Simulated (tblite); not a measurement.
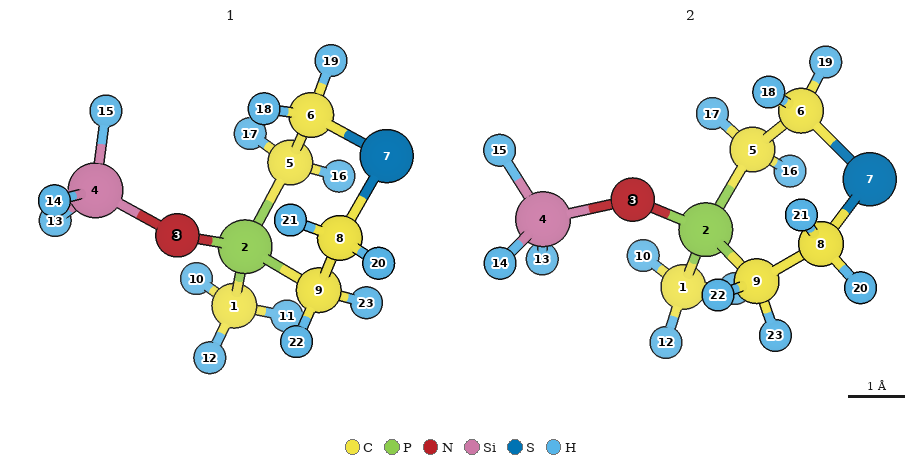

Two geometries of C5H14NPSSi, drawn at one scale. One is the start of a relaxation, the other its converged end. Style: ball-and-stick. Shown at a tilt.

The calculation used GFN2-xTB geometry optimisation, gas phase in tblite 0.8.0. 

### Which geometry has the lower energy?

Structure 1 is the relaxed one. After 136 geometry steps the energy has fallen by 1.170 eV. The atom that moves furthest after the best rigid fit is H15 (1.42 Å). Largest moves by element: H 1.42 Å, S 0.79 Å, Si 0.66 Å, N 0.66 Å, C 0.56 Å, P 0.35 Å. Among the contacts that change: P2–S7 3.203 → 3.381 Å, P2–C9 1.764 → 1.833 Å, C1–H11 1.124 → 1.088 Å, N3–Si4 1.752 → 1.718 Å. Among the angles between lasting bonds that change: C5–P2–C9 115.8° → 102.9°, N3–P2–C5 106.3° → 117.0°, N3–Si4–H14 113.0° → 103.3°. Groups turn about N3–Si4 by about 65°, P2–N3 by about 60°, P2–C9 by about 40°.
